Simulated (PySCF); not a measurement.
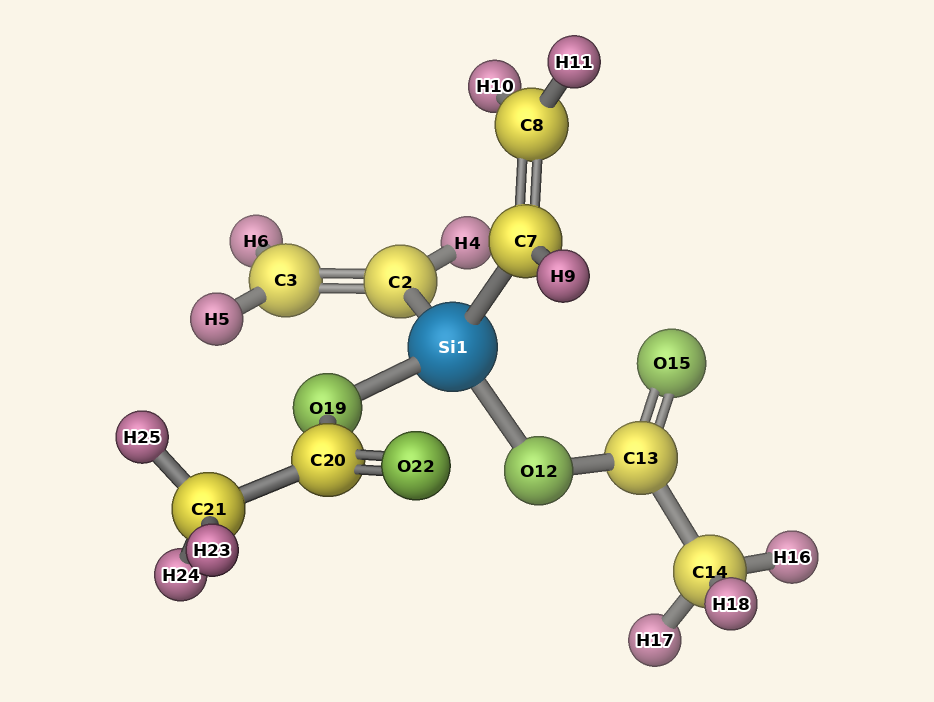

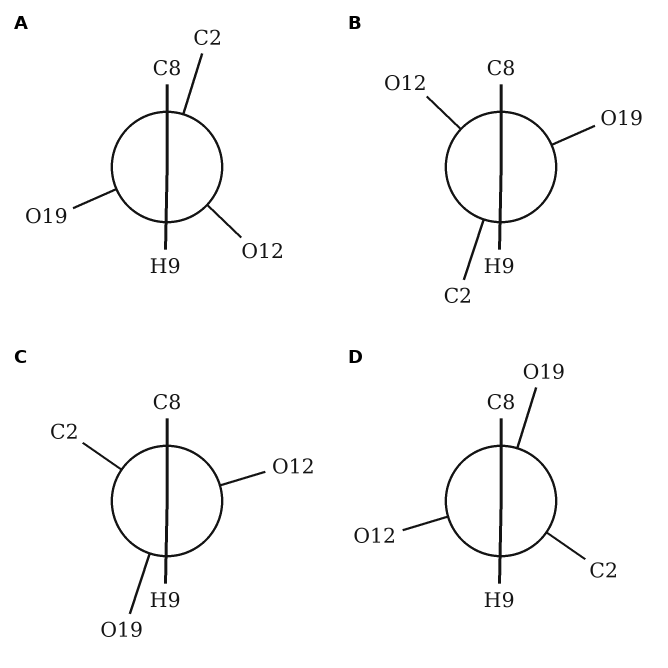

Atoms fade into the background with distance from the viewer. Bonds that would overlap in a projection are set slightly apart. The geometry was computed by an optimisation with PBE0-D3(BJ)/def2-SVP. No frequency run is at hand to confirm it as a minimum.

### Which Newman projection shows the view along C7–Si1, with C7 in front?

A. The torsion angle C8–C7–Si1–O12 is 134°, anticlinal.
